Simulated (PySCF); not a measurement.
ClH3Si, SMILES `Cl[SiH3]`.

Method: BLYP/def2-SVPD; geometry: GFN2-xTB; program: PySCF. No frequency check shows the geometry to be a minimum. GFN2-xTB bond lengths at metals and heavier atoms can be off by up to 0.1 Å and shapes distorted, which carries into these values.

Input

```python
import numpy as np
from pyscf import gto, scf, dft
from pyscf.scf import atom_ks, atom_hf
from scipy.linalg import block_diag

def solve(mol, dm0=None, hcore=None):
    mf = (dft.UKS if mol.spin else dft.RKS)(mol, xc='blyp')
    mf.grids.level = 3
    mf = mf.density_fit(auxbasis='def2-universal-jkfit')
    mf.conv_tol, mf.max_cycle = 1e-8, 80
    if hcore is not None:
        mf.get_hcore = lambda *args: hcore
    mf.kernel(dm0)
    if not mf.converged:
        mf = mf.newton().run(mf.mo_coeff, mf.mo_occ, max_cycle=30)
    assert mf.converged, 'SCF not converged'
    return mf

mol = gto.M(atom='''
Cl    -1.04521     0.00001     0.00004
Si     0.96496    -0.00002     0.00005
H      1.41926    -1.25841    -0.58116
H      1.42063     0.12602     1.37895
H      1.41921     1.13260    -0.79915
''', basis='def2-svpd', charge=0, spin=0, verbose=4)
field = np.array([0.0, 0.0, 0.004])  # atomic units
mol.set_common_orig(mol.atom_charges() @ mol.atom_coords() / mol.atom_charges().sum())
mf = solve(mol)
out = dict(dm0=mf.make_rdm1(), d0=mf.dip_moment(unit='AU'), e0=mf.e_tot)
for name, sign in (('p', 1), ('m', -1)):
    h = mf.get_hcore() + sign * np.einsum('x,xij->ij', field, mol.intor('int1e_r'))
    mi = solve(mol, mf.make_rdm1(), h)
    out.update({'dm' + name: mi.make_rdm1(), 'd' + name: mi.dip_moment(unit='AU'), 'e' + name: mi.e_tot})
# spherically averaged free atoms, for the promolecule
atm = atom_ks.get_atm_nrks(mol, xc='blyp')
pro = block_diag(*[(atm[a[0]][2] * atm[a[0]][3]) @ atm[a[0]][2].T for a in mol._atom])
np.savez('result.npz', pro=pro, **out)
```

Run with:

```sh
OMP_NUM_THREADS=1 python input.py
```

The run took 12 s on 1 thread of Intel(R) Xeon(R) Platinum 8259CL CPU @ 2.50GHz (Skylake/Cascade Lake), with other jobs on the host, peak memory 0.31 GiB.

Partitions, critical points and surface values were worked out afterwards from this run's density.

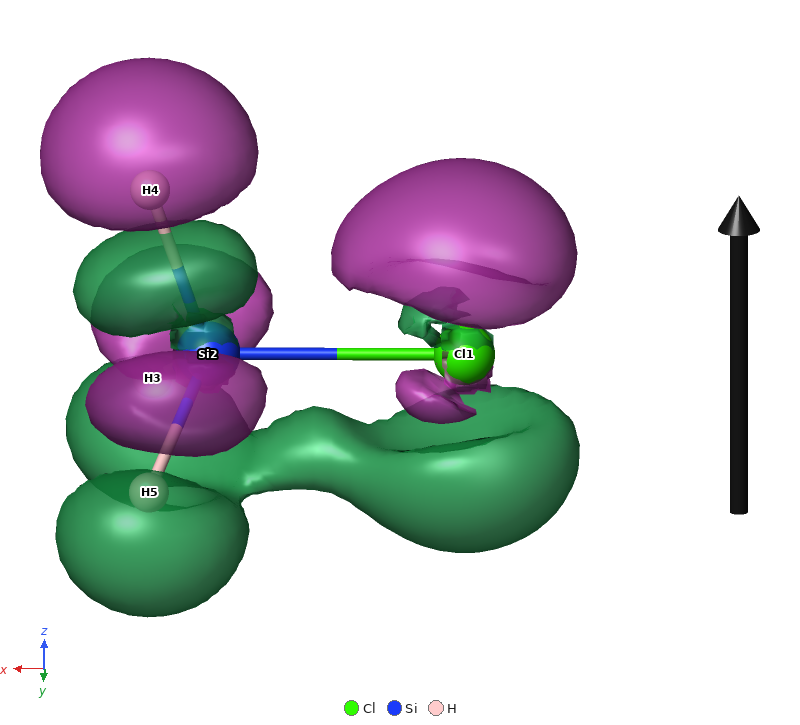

Change of the electron density in a uniform field of 0.21 V/Å along +z (arrow), surfaces at ±0.0015 e/Å³ (green: gain, purple: loss).

### What dipole is induced, and what polarisability does it imply?

The induced dipole is 0.40 D (along the field); α along this axis, from the fields in both directions, is 39 bohr³ (5.8 Å³).

### Which atoms gain and lose the most charge?

Electrons gather most on H5 (Hirshfeld charge changes by −0.006 e) and leave H4 most (+0.010 e); 0.039 electrons are displaced in all.
